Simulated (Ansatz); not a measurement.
**AlH₂+ (triplet): correlated methods under varied settings at distance Al1–H2 = 2.373 Å**

What do other methods and options give for AlH₂+ (triplet) at this geometry, and how long do they take?

Program: Ansatz 0.2.0, Gaussian basis. Level of theory: the settings change from run to run. These are calculated values, not measurements.

19 further runs of the same task are left out: 4 for a known fault of the program, 9 that didn't finish, 6 set aside as unsound or not needed.

**1. What is computed**

The geometry derives from a PBE0/def2-TZVP stationary point (not a proven minimum). One bond is set to the value named and the two fragments are kept rigid.

3 atoms, charge 1, spin multiplicity 3.

Atoms are counted from 1 here; the program's logs count them from 0.

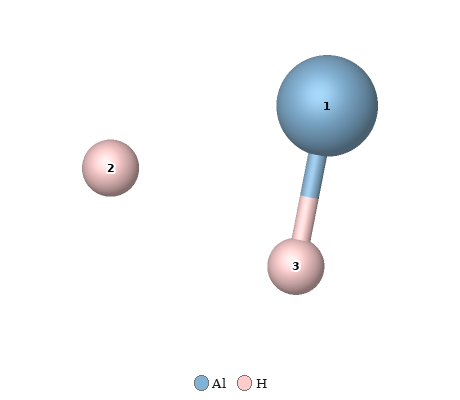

The structure; aluminium light blue, hydrogen pink; atoms are numbered from 1 in the order of the file.

Geometry (Å):

```xyz
3
AlH2
Al    0.0000   -0.0118   -0.1214
H     0.0000    1.2277    1.9022
H     0.0000   -0.9114    1.3472
```

**2. CISD/6-31G***

Contents of in.yaml:

```yaml
crystal:
  periodic: [false, false, false]
  atoms:
    - {symbol: Al, position_ang: [0.000000, -0.011816, -0.121385]}
    - {symbol: H, position_ang: [0.000000, 1.227698, 1.902160]}
    - {symbol: H, position_ang: [0.000000, -0.911395, 1.347206]}
basis:
  gaussian: {orbitals: "6-31G*"}
total_charge: 1
magnetization: {spin_polarized: false, initial_magnetization: 2}
correlation: {active_space: {ras: {orbitals: [1, 2, 15], electrons: 4, max_holes: 2, max_particles: 2}, fixed_orbitals: true}}
accuracy: high
scf: {lower_state_search: light}
output: {forces: true}
```

The run is started by

```
$ ansatz run in.yaml --threads 1 --pin off --events-out ev --progress --plain --max-ram 2393MiB
```

Log:

```text
Functional definition: HF
  name "HF"
  cite "Fock, Z. Phys. 61, 126 (1930) doi:10.1007/BF01340294"
  parent pbe
  exchange = exact_x
  correlation = 0
394 factors; integrals over basis functions are off by at most 3.6e-9 eV
mean field evaluation 1: about -6602.5124 eV, gradient 5.2e0 eV
mean field evaluation 2: about -6602.5150 eV, gradient 5.2e0 eV
mean field evaluation 4: about -6603.0687 eV, gradient 1.1e0 eV
mean field evaluation 8: about -6603.1242 eV, gradient 5.4e-2 eV
mean field -6603.12427878 eV, -242.6603414867 hartree, gradient 1.2e-8 eV, S^2 2.000000; 0 other end points of the search recorded, 0 dependent functions left out
reference -6603.12427878 eV, -242.6603414867 hartree; 8, 6 occupied and 15, 17 virtual orbitals, 394 factors
state -6604.33234650 eV, -242.7047371566 hartree
the calculation of the forces begins
mean field evaluation 16: about -6603.1200 eV, gradient 3.8e-2 eV
Total energy: -6604.33234650 eV, -242.7047371566 hartree
Atom 0 at     0.000000    -0.011816    -0.121385 Å, force    -0.000000    -0.194236     0.744100 eV/Å
Atom 1 at     0.000000     1.227698     1.902160 Å, force     0.000000     0.108028    -0.151547 eV/Å
Atom 2 at     0.000000    -0.911395     1.347206 Å, force     0.000000     0.086208    -0.592553 eV/Å
Dipole moment:     0.000000     0.021533    -0.123247 e Å
```

Wall time 0.6 s (1 thread of Intel Xeon Platinum 8259CL at 2.50GHz, shared host).

From the report: 1,806 determinants.

**3. CISDTQ/STO-3G**

Contents of in.yaml:

```yaml
crystal:
  periodic: [false, false, false]
  atoms:
    - {symbol: Al, position_ang: [0.000000, -0.011816, -0.121385]}
    - {symbol: H, position_ang: [0.000000, 1.227698, 1.902160]}
    - {symbol: H, position_ang: [0.000000, -0.911395, 1.347206]}
basis:
  gaussian: {orbitals: STO-3G}
total_charge: 1
magnetization: {spin_polarized: false, initial_magnetization: 2}
correlation: {active_space: {ras: {orbitals: [1, 2, 3], electrons: 4, max_holes: 4, max_particles: 4}, fixed_orbitals: true}}
scf: {lower_state_search: off}
```

The command is unchanged.

Log:

```text
Functional definition: HF
  name "HF"
  cite "Fock, Z. Phys. 61, 126 (1930) doi:10.1007/BF01340294"
  parent pbe
  exchange = exact_x
  correlation = 0
these checks for a lower state are left out or cut short: stability, starts, cluster_reference, orbital_swaps, neighbouring_geometries, increment
115 factors; integrals over basis functions are off by at most 3.5e-5 eV
mean field evaluation 1: about -6525.3431 eV, gradient 6.5e0 eV
mean field evaluation 2: about -6525.3548 eV, gradient 6.5e0 eV
mean field evaluation 4: about -6525.9030 eV, gradient 5.9e-1 eV
mean field evaluation 8: about -6525.9354 eV, gradient 1.5e-3 eV
mean field -6525.93462714 eV, -239.8236741100 hartree, gradient 1.8e-6 eV, S^2 2.000000; 0 other end points of the search recorded, 0 dependent functions left out
reference -6525.93462714 eV, -239.8236741100 hartree; 8, 6 occupied and 3, 5 virtual orbitals, 115 factors
state -6527.20336898 eV, -239.8702995127 hartree
Total energy: -6527.20336898 eV, -239.8702995127 hartree
Checks for a lower state left out: stability, starts, cluster_reference, orbital_swaps, neighbouring_geometries, increment
```

Wall time 0.09 s (1 thread of Intel Xeon Platinum 8259CL at 2.50GHz, shared host).

From the report: 125 determinants.

**4. FCI/def2-SVPD**

Contents of in.yaml:

```yaml
crystal:
  periodic: [false, false, false]
  atoms:
    - {symbol: Al, position_ang: [0.000000, -0.011816, -0.121385]}
    - {symbol: H, position_ang: [0.000000, 1.227698, 1.902160]}
    - {symbol: H, position_ang: [0.000000, -0.911395, 1.347206]}
basis:
  gaussian: {orbitals: def2-SVPD}
total_charge: 1
magnetization: {spin_polarized: false, initial_magnetization: 2}
correlation: {method: fci, electrons: outside_noble_gas}
accuracy: high
```

Same command.

Log:

```text
Functional definition: HF
  name "HF"
  cite "Fock, Z. Phys. 61, 126 (1930) doi:10.1007/BF01340294"
  parent pbe
  exchange = exact_x
  correlation = 0
726 factors; integrals over basis functions are off by at most 3.9e-9 eV
mean field evaluation 1: about -6600.7541 eV, gradient 5.5e0 eV
mean field evaluation 2: about -6600.7556 eV, gradient 5.5e0 eV
mean field evaluation 4: about -6601.3934 eV, gradient 1.2e0 eV
mean field evaluation 8: about -6601.4543 eV, gradient 8.9e-2 eV
mean field -6601.45466374 eV, -242.5989842656 hartree, gradient 7.4e-9 eV, S^2 2.000000; 0 other end points of the search recorded, 0 dependent functions left out
mean field evaluation 16: about -6600.8333 eV, gradient 6.3e0 eV
5 core orbitals not correlated: weight in the atoms' cores, before any rotation towards them, 1.000 or more for the frozen orbitals, at most 0.000 for the correlated occupied ones
reference -6601.45466374 eV, -242.5989842656 hartree; 3, 1 occupied and 32, 34 virtual orbitals, 726 factors
state -6602.93747427 eV, -242.6534765476 hartree
Total energy: -6602.93747427 eV, -242.6534765476 hartree
```

Run time: 1.2 s. Hardware: 1 thread of Intel Xeon Platinum 8259CL at 2.50GHz, shared host.

From the report: 181,525 determinants, symmetry A'.

**5. NEVPT2(2,6)/cc-pVDZ**

Edit in.yaml of step 4 so:

```diff
@@ -7,6 +7,6 @@
 basis:
-  gaussian: {orbitals: def2-SVPD}
+  gaussian: {orbitals: cc-pVDZ}
 total_charge: 1
 magnetization: {spin_polarized: false, initial_magnetization: 2}
-correlation: {method: fci, electrons: outside_noble_gas}
-accuracy: high
+correlation: {method: sc_nevpt2, electrons: outside_noble_gas, active_space: {window: {electrons: 2, orbitals: 6}, states: [{multiplicity: 3, weights: [1, 0.5, 1, 0.5]}]}}
+scf: {lower_state_search: light}
```

Launched as before.

Log, shortened:

```text
Functional definition: HF
  name "HF"
  cite "Fock, Z. Phys. 61, 126 (1930) doi:10.1007/BF01340294"
  parent pbe
[...]
510 factors; integrals over basis functions are off by at most 1.9e-7 eV
[...]
mean field -6603.60172906 eV, -242.6778874611 hartree, gradient 3.1e-6 eV, S^2 2.000000; 0 other end points of the search recorded, 0 dependent functions left out
reference -6603.60172906 eV, -242.6778874611 hartree; 8, 6 occupied and 20, 22 virtual orbitals, 510 factors
state -6603.57170352 eV, -242.6767840426 hartree
state -6599.69663881 eV, -242.5343780413 hartree
state -6598.85457098 eV, -242.5034326191 hartree
state -6596.45445823 eV, -242.4152301024 hartree
state -6603.57170352 eV, -242.6767840426 hartree; corrected -6604.60944764 eV, -242.7149204357 hartree
state -6599.69663881 eV, -242.5343780413 hartree; corrected -6600.84917134 eV, -242.5767328303 hartree
state -6598.85457098 eV, -242.5034326191 hartree; corrected -6599.98958862 eV, -242.5451437480 hartree
state -6596.45445823 eV, -242.4152301024 hartree; corrected -6598.10805731 eV, -242.4759987477 hartree
Total energy: -6601.35921686 eV, -242.5954766576 hartree
```

Run time: 0.96 s. Hardware: 1 thread of Intel Xeon Platinum 8259CL at 2.50GHz, shared host.

From the report: 20 determinants; active occupations (of the averaged states) 0.83, 0.50, 0.33, 0.33, 0.00, 0.00.

**6. CCSDT(Q)/B on ROHF/def2-SVPD**

Contents of in.yaml:

```yaml
crystal:
  periodic: [false, false, false]
  atoms:
    - {symbol: Al, position_ang: [0.000000, -0.011816, -0.121385]}
    - {symbol: H, position_ang: [0.000000, 1.227698, 1.902160]}
    - {symbol: H, position_ang: [0.000000, -0.911395, 1.347206]}
basis:
  gaussian: {orbitals: def2-SVPD}
total_charge: 1
magnetization: {spin_polarized: false, initial_magnetization: 2}
correlation: {method: ccsdt_q_b, electrons: valence}
```

The command is unchanged.

Log, shortened:

```text
Functional definition: HF
  name "HF"
  cite "Fock, Z. Phys. 61, 126 (1930) doi:10.1007/BF01340294"
  parent pbe
[...]
629 factors; integrals over basis functions are off by at most 2.4e-7 eV
[...]
mean field -6601.45466372 eV, -242.5989842649 hartree, gradient 3.0e-6 eV, S^2 2.000000; 0 other end points of the search recorded, 0 dependent functions left out
5 core orbitals not correlated: weight in the atoms' cores, before any rotation towards them, 1.000 or more for the frozen orbitals, at most 0.000 for the correlated occupied ones
reference -6601.45466372 eV, -242.5989842649 hartree; 3, 1 occupied and 32, 34 virtual orbitals, 629 factors
second order -0.92998033 eV of doubles, -0.06788090 eV of singles
cycle   1  -1.24498192 eV  change   -2.4e-1 eV  update   5.7e-2
[...]
cycle  16  -1.48257478 eV  change   -1.6e-7 eV  update   1.6e-7
perturbative correction -0.00018380 eV, -0.0000067545 hartree
Total energy: -6602.93742230 eV, -242.6534746376 hartree
```

It took 3.7 s on 1 thread of Intel Xeon Platinum 8259CL at 2.50GHz, shared host.

From the report: correlation -1.4828 eV; T1 0.057; largest double amplitude 0.07.

**7. CCSD(T)/def2-mTZVP**

Edit in.yaml of step 6 so:

```diff
@@ -7,5 +7,7 @@
 basis:
-  gaussian: {orbitals: def2-SVPD}
+  gaussian: {orbitals: def2-mTZVP, point_charges: [{charge: -0.50, position_ang: [4.145, -0.173, -0.992]}]}
 total_charge: 1
 magnetization: {spin_polarized: false, initial_magnetization: 2}
-correlation: {method: ccsdt_q_b, electrons: valence}
+hamiltonian: {xc: {name: PBE0}}
+correlation: {method: ccsd_t, electrons: outside_noble_gas, diis_vectors: 4}
+output: {forces: true}
```

The command is unchanged.

Log, shortened:

```text
Functional definition: PBE0
  name "PBE0"
  cite "Adamo & Barone, J. Chem. Phys. 110, 6158 (1999) doi:10.1063/1.478522"
  cite "Perdew, Burke & Ernzerhof, Phys. Rev. Lett. 77, 3865 (1996) doi:10.1103/PhysRevLett.77.3865"
  parent pbe
[...]
266 factors; integrals over basis functions are off by at most 4.4e-4 eV
[...]
mean field -6615.70919148 eV, -243.1228284982 hartree, gradient 8.5e-6 eV, S^2 2.000000; 0 other end points of the search recorded, 0 dependent functions left out
5 core orbitals not correlated: weight in the atoms' cores, before any rotation towards them, 1.000 or more for the frozen orbitals, at most 0.000 for the correlated occupied ones
reference -6605.08237760 eV, -242.7323002911 hartree; 3, 1 occupied and 20, 22 virtual orbitals, 266 factors
second order -0.78001054 eV of doubles, -0.19589107 eV of singles
cycle   1  -1.19211060 eV  change   -2.1e-1 eV  update   5.1e-2
[...]
cycle  14  -1.34093525 eV  change   -1.0e-7 eV  update   1.5e-6
perturbative correction -0.02049585 eV, -0.0007532085 hartree
[...]
Total energy: -6606.44380870 eV, -242.7823319612 hartree
Atom 0 at     0.000000    -0.011816    -0.121385 Å, force     0.401859    -0.192789     0.569200 eV/Å
Atom 1 at     0.000000     1.227698     1.902160 Å, force     0.008212     0.121648    -0.126693 eV/Å
Atom 2 at     0.000000    -0.911395     1.347206 Å, force     0.004828     0.053599    -0.535371 eV/Å
Dipole moment:     0.084704     0.016915    -0.177099 e Å
```

Wall time 1.6 s (1 thread of Intel Xeon Platinum 8259CL at 2.50GHz, shared host).

From the report: correlation -1.3614 eV; T1 0.041; largest double amplitude 0.08. The orbitals are Kohn-Sham ones, so correlation energy and T1 don't compare with those on Hartree-Fock orbitals.

**8. CASCI(4,4)/def2-SVP**

Contents of in.yaml:

```yaml
crystal:
  periodic: [false, false, false]
  atoms:
    - {symbol: Al, position_ang: [0.000000, -0.011816, -0.121385]}
    - {symbol: H, position_ang: [0.000000, 1.227698, 1.902160]}
    - {symbol: H, position_ang: [0.000000, -0.911395, 1.347206]}
basis:
  gaussian: {orbitals: def2-SVP, fitting: {mean_field: def2-universal-jkfit}}
total_charge: 1
magnetization: {spin_polarized: false, initial_magnetization: 2}
correlation: {active_space: {window: {electrons: 4, orbitals: 4}, fixed_orbitals: true, states: [{multiplicity: 3, weights: [0.5, 1, 0.5, 1]}], root: 1}}
```

Launched as before.

Log:

```text
Functional definition: HF
  name "HF"
  cite "Fock, Z. Phys. 61, 126 (1930) doi:10.1007/BF01340294"
  parent pbe
  exchange = exact_x
  correlation = 0
164 factors; integrals over basis functions are off by at most 5.3e-1 eV
mean field evaluation 1: about -6600.7011 eV, gradient 5.4e0 eV
mean field evaluation 2: about -6601.2021 eV, gradient 2.0e0 eV
mean field evaluation 4: about -6601.3368 eV, gradient 5.8e-1 eV
mean field evaluation 8: about -6601.3588 eV, gradient 2.0e-6 eV
mean field -6601.35882059 eV, -242.5954620948 hartree, gradient 2.0e-6 eV, S^2 2.000000; 0 other end points of the search recorded, 0 dependent functions left out
reference -6601.35882059 eV, -242.5954620948 hartree; 8, 6 occupied and 20, 22 virtual orbitals, 164 factors
state -6601.42712998 eV, -242.5979724189 hartree
state -6597.79473778 eV, -242.4644844676 hartree
state -6596.37101813 eV, -242.4121637353 hartree
state -6595.56662263 eV, -242.3826027460 hartree
Total energy: -6597.79473778 eV, -242.4644844676 hartree
```

It took 0.12 s on 1 thread of Intel Xeon Platinum 8259CL at 2.50GHz, shared host.

From the report: 18 determinants; active occupations (of the averaged states) 1.55, 1.02, 0.92, 0.52.

**9. BCCD(T) on ROHF/6-31++G****

Contents of in.yaml:

```yaml
crystal:
  periodic: [false, false, false]
  atoms:
    - {symbol: Al, position_ang: [0.000000, -0.011816, -0.121385]}
    - {symbol: H, position_ang: [0.000000, 1.227698, 1.902160]}
    - {symbol: H, position_ang: [0.000000, -0.911395, 1.347206]}
basis:
  gaussian: {orbitals: "6-31++G**"}
total_charge: 1
magnetization: {spin_polarized: false, initial_magnetization: 2}
hamiltonian: {pseudopotentials: {relativity: scalar}}
correlation: {method: bccd_t, electrons: valence}
scf: {lower_state_search: off}
output: {forces: true}
```

Launched as before.

Log, shortened:

```text
Functional definition: HF
  name "HF"
  cite "Fock, Z. Phys. 61, 126 (1930) doi:10.1007/BF01340294"
  parent pbe
[...]
294 factors; integrals over basis functions are off by at most 1.0e-3 eV
[...]
mean field -6613.95881592 eV, -243.0585033827 hartree, gradient 3.3e-6 eV, S^2 2.000000; 0 other end points of the search recorded, 0 dependent functions left out
5 core orbitals not correlated: weight in the atoms' cores, before any rotation towards them, 1.000 or more for the frozen orbitals, at most 0.000 for the correlated occupied ones
reference -6613.95881592 eV, -243.0585033827 hartree; 3, 1 occupied and 27, 29 virtual orbitals, 294 factors
second order -0.84757768 eV of doubles, -0.07028637 eV of singles
cycle   1  -1.16315372 eV  change   -2.4e-1 eV  update   5.6e-2
[...]
cycle  14  -1.33965844 eV  change    1.1e-6 eV  update   8.1e-7
perturbative correction -0.01778354 eV, -0.0006535330 hartree
[...]
Total energy: -6615.31625790 eV, -243.1083884554 hartree
Relativity: scalar
Atom 0 at     0.000000    -0.011816    -0.121385 Å, force     0.000000    -0.246806     0.904622 eV/Å
Atom 1 at     0.000000     1.227698     1.902160 Å, force    -0.000000     0.067860    -0.193382 eV/Å
Atom 2 at     0.000000    -0.911395     1.347206 Å, force    -0.000000     0.178945    -0.711239 eV/Å
Dipole moment:    -0.000000     0.032899    -0.125983 e Å
Checks for a lower state left out: starts, cluster_reference, orbital_swaps, neighbouring_geometries, increment
```

It took 1.5 s on 1 thread of Intel Xeon Platinum 8259CL at 2.50GHz, shared host.

From the report: correlation -1.3574 eV; largest double amplitude 0.06.

**10. CCSD(T) on UHF/cc-pVTZ**

Contents of in.yaml:

```yaml
crystal:
  periodic: [false, false, false]
  atoms:
    - {symbol: Al, position_ang: [0.000000, -0.011816, -0.121385]}
    - {symbol: H, position_ang: [0.000000, 1.227698, 1.902160]}
    - {symbol: H, position_ang: [0.000000, -0.911395, 1.347206]}
basis:
  gaussian: {orbitals: cc-pVTZ}
total_charge: 1
magnetization: {spin_polarized: true, initial_magnetization: 2}
correlation: {method: ccsd_t, electrons: valence}
accuracy: high
scf: {lower_state_search: light}
```

The command is unchanged.

Log, shortened:

```text
Functional definition: HF
  name "HF"
  cite "Fock, Z. Phys. 61, 126 (1930) doi:10.1007/BF01340294"
  parent pbe
[...]
941 factors; integrals over basis functions are off by at most 3.6e-9 eV
[...]
mean field -6604.05175499 eV, -242.6944256090 hartree, gradient 9.7e-8 eV, S^2 2.045532; 0 other end points of the search recorded, 0 dependent functions left out
5 core orbitals not correlated: weight in the atoms' cores, before any rotation towards them, 1.000 or more for the frozen orbitals, at most 0.000 for the correlated occupied ones
reference -6604.05175499 eV, -242.6944256090 hartree; 3, 1 occupied and 54, 56 virtual orbitals, 941 factors
second order -0.97785726 eV of doubles, -0.00000000 eV of singles
cycle   1  -1.20197592 eV  change   -2.2e-1 eV  update   5.2e-2
[...]
cycle  24  -1.38850569 eV  change   4.2e-10 eV  update  4.8e-10
perturbative correction -0.02480501 eV, -0.0009115672 hartree
Total energy: -6605.46506569 eV, -242.7463638191 hartree
```

Run time: 2.8 s. Hardware: 1 thread of Intel Xeon Platinum 8259CL at 2.50GHz, shared host; peak memory 0.3 GiB.

From the report: ⟨S²⟩ of the determinant 2.046 (pure triplet: 2.00); correlation -1.4133 eV; T1 0.026; largest double amplitude 0.07.

**11. The runs in one table**

Where basis and cores are those of an earlier FCI/cc-pVTZ run (-6605.4749 eV), and the state is the same kind, the miss against it is given.

```
                                                       level         correlated  functions  energy (eV)  from FCI (meV)    time
                                                 CISD/6-31G*  outside noble gas         23   -6604.3323                   0.6 s
                                               CISDTQ/STO-3G  outside noble gas         11   -6527.2034                  0.09 s
                                               FCI/def2-SVPD  outside noble gas         40   -6602.9375                   1.2 s
                NEVPT2(2,6)/cc-pVDZ (mean of several states)  outside noble gas         28   -6601.3592                  0.96 s
                                CCSDT(Q)/B on ROHF/def2-SVPD            valence         40   -6602.9374                   3.7 s
CCSD(T)/def2-mTZVP (beside a point charge, on PBE0 orbitals)  outside noble gas         28   -6606.4438                   1.6 s
          CASCI(4,4)/def2-SVP (excited root 1 of an average)                            28   -6597.7947                  0.12 s
                  BCCD(T) on ROHF/6-31++G** (relativity set)            valence         35   -6615.3163                   1.5 s
                                      CCSD(T) on UHF/cc-pVTZ            valence         62   -6605.4651             9.8   2.8 s
```

**12. What came out**

```
quantity                                value
    runs                                    9
quickest                CISDTQ/STO-3G, 0.09 s
 slowest  CCSDT(Q)/B on ROHF/def2-SVPD, 3.7 s
```

What this shows: Total energies in different bases, with other cores or another treatment of relativity can't be set against each other. CCSDT(Q)/B on ROHF/def2-SVPD took 41 times as long as CISDTQ/STO-3G; the jobs differ in more than the method.
